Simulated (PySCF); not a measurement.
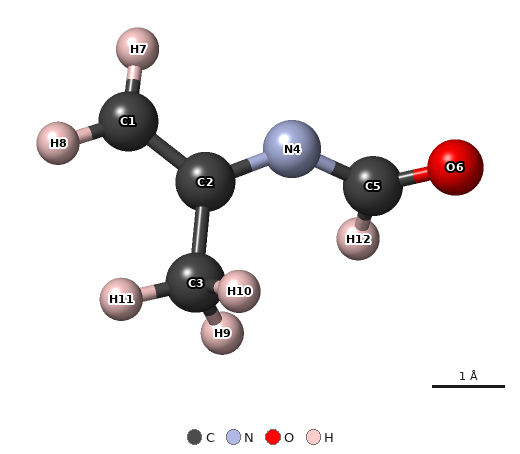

The structure as given in the input (ball-and-stick view, seen at a tilt; atoms are numbered from 1 in the order of the input).

EPR calculation, with input and output: C$_{4}$H$_{6}$NO

C$_{4}$H$_{6}$NO, multiplicity 2, SMILES C=C(C)[N]C=O, computed with UKS B3LYP, pcH-1 on C H N O, non-relativistic, mean-field spin-orbit, GIAO (PySCF 2.14.0).

It belongs to a series of runs on one base structure; here: H removed from N.

**The program's output**
```
UKS, coarse grid
  cycle   1  E = -285.79816211  |g| = 6.29e-01
  cycle   2  E = -284.34815732  |g| = 1.76e+00
  cycle   3  E = -285.89189770  |g| = 3.52e-01
  cycle   4  E = -285.95236627  |g| = 1.05e-01
  cycle   5  E = -285.95568219  |g| = 6.65e-02
  cycle   6  E = -285.95762708  |g| = 1.83e-02
  cycle   7  E = -285.95784436  |g| = 9.72e-03
  cycle   8  E = -285.95792003  |g| = 3.43e-03
  cycle   9  E = -285.95794343  |g| = 1.61e-03
  cycle  10  E = -285.95794678  |g| = 6.56e-04
UKS, final grid
  cycle   1  E = -285.95794998  |g| = 7.83e-04
  cycle   2  E = -285.95794988  |g| = 1.14e-03
  cycle   3  E = -285.95795051  |g| = 1.34e-04
  cycle   4  E = -285.95795056  |g| = 1.55e-04
  cycle   5  E = -285.95795061  |g| = 8.58e-05
  cycle   6  E = -285.95795061  |g| = 1.53e-05
E = -285.95795061 Eh   <S^2> = 0.7751 (exact 0.7500)
g shifts (ppm)      1          2          3
  rmc          -182       -182       -182
  gc              7         33         38
  oz_so         284        639       1979
  total         109        491       1835
hyperfine (MHz)  atom isotope    a_iso     a_fc   dipolar eigenvalues
    0   13C      50.98      50.98    -51.27    -49.83    101.10
    1   13C     -40.21     -40.21    -25.77      9.81     15.96
    2   13C       2.47       2.47     -1.29     -0.05      1.34
    3   14N      25.98      25.98    -24.36    -23.12     47.48
    4   13C     -30.28     -30.28     -7.54     -0.37      7.92
    5   17O      -4.70      -4.70    -17.64      6.22     11.41
    6    1H     -40.44     -40.44    -21.21     -2.50     23.72
    7    1H     -41.56     -41.56    -24.82     -1.26     26.08
    8    1H     -10.66     -10.66     -2.00     -0.82      2.83
    9    1H     -12.77     -12.77     -2.36     -1.03      3.39
   10    1H      -1.48      -1.48     -2.29     -1.87      4.17
   11    1H     143.66     143.66     -4.58     -0.26      4.84
```

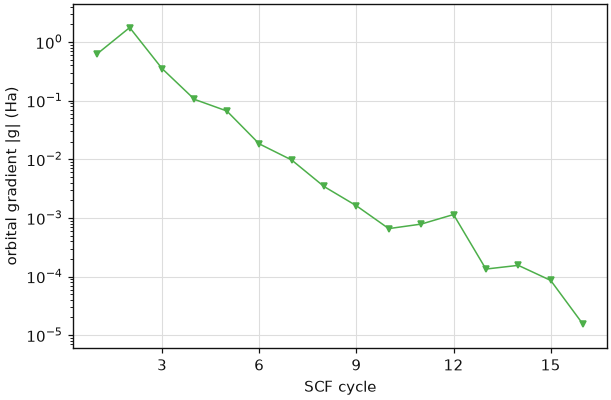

Convergence of the self-consistent field: orbital gradient |g| against the SCF cycle. All cycles printed in the log are drawn one after another.

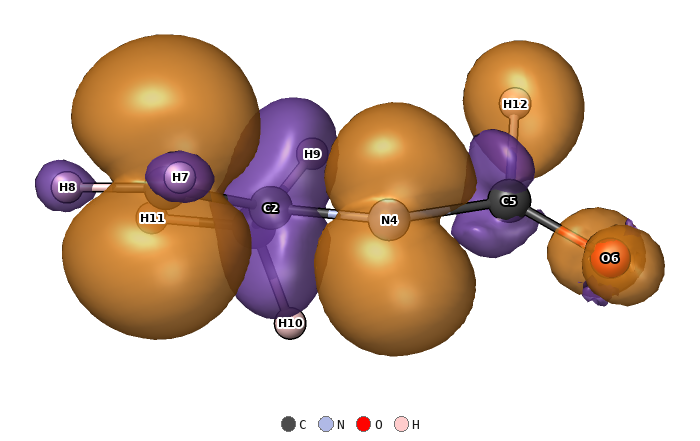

Isosurfaces of the spin density (α minus β) at +0.015 (orange) and −0.015 e/Å³ (purple), seen from the side. The unpaired spin (1 electron) lies mostly on C1 (about 0.5) and N4 (about 0.4), in electrons by Hirshfeld's partition.

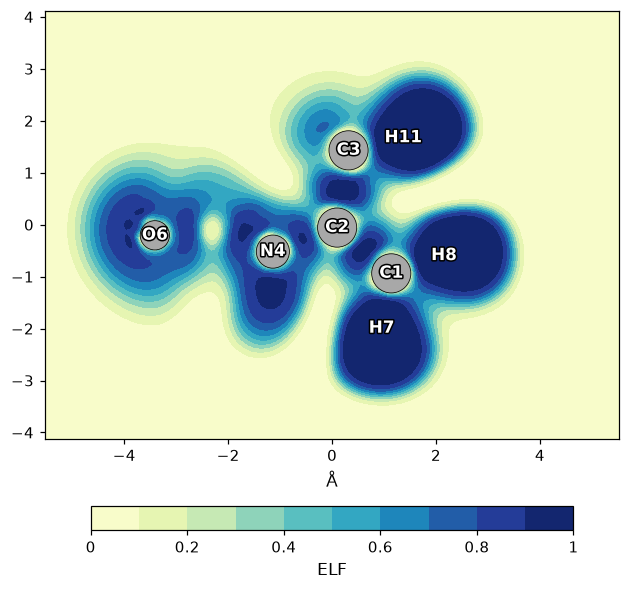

ELF on the plane of atoms C2, C3 and H11. Grey discs, where drawn, cover atomic cores. C–N (1.32 Å): the ELF peaks at about 0.90 between the atoms (localised, shared-pair bonding). C–H (1.07 Å): the ELF climbs to about 1 towards the hydrogen, as it does in any bond to H; a covalent bond by its length. C–C (1.50 Å): the ELF peaks at about 0.95 between the atoms (a shared electron pair).

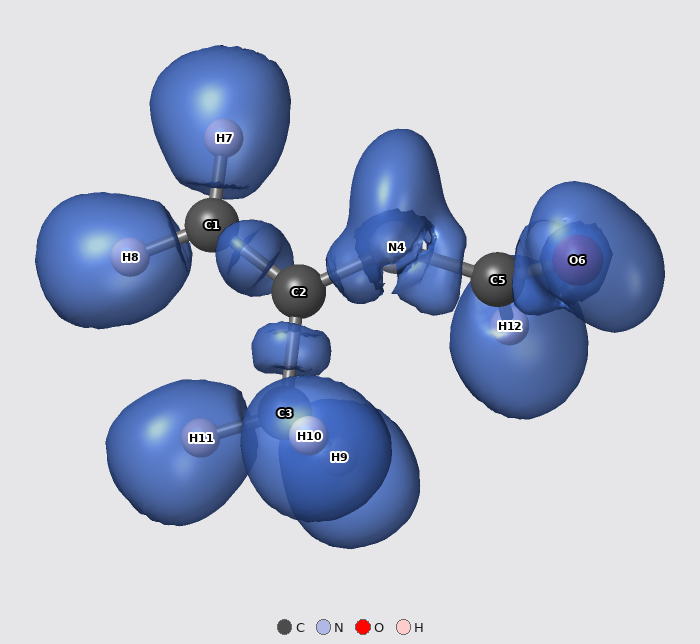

Isosurface of the electron localisation function at 0.75 (blue), seen face on. Only the valence region is drawn (cores and ρ < 0.01 e/Å³ removed). Profiles from the grid: C–O (1.20 Å): the ELF peaks at about 0.85 between the atoms (a multiple bond by its length, whose ELF region spreads away from the axis). C–N (1.30 Å): the ELF peaks at about 0.90 between the atoms; a multiple bond by its length, whose ELF region spreads away from the axis.

The run was set up as follows.

**Input file**
```
{"job": {"kind": "epr", "basis": "pcH-1"}, "charge": 0, "multiplicity": 2}
C     -0.771570     1.650385    -0.274252
C     -0.238449     0.421208    -0.010307
C     -1.042524    -0.839559    -0.162854
N      0.985549     0.342213     0.480160
C      1.938572    -0.547560     0.486313
O      2.751123    -0.859526     1.318107
H     -0.185693     2.539742    -0.129992
H     -1.794946     1.762032    -0.581896
H     -0.530195    -1.514362    -0.849699
H     -1.126032    -1.347342     0.796868
H     -2.037330    -0.626920    -0.541635
H      2.052693    -0.980996    -0.556841
```

The first line tells a small driver script what to run in PySCF; the rest is the geometry in Å.

Launched with:
```bash
OMP_NUM_THREADS=1 python <driver script> task.json out
```

**Summary**

| quantity | value |
| --- | --- |
| outcome | converged |
| total energy | −285.957951 hartree |
| ⟨S²⟩ | 0.775 |
| isotropic g | 2.0031 |
| hardware | 1 CPU thread, shared host |
| wall time | 33 s |
| peak memory | 0.74 GiB |
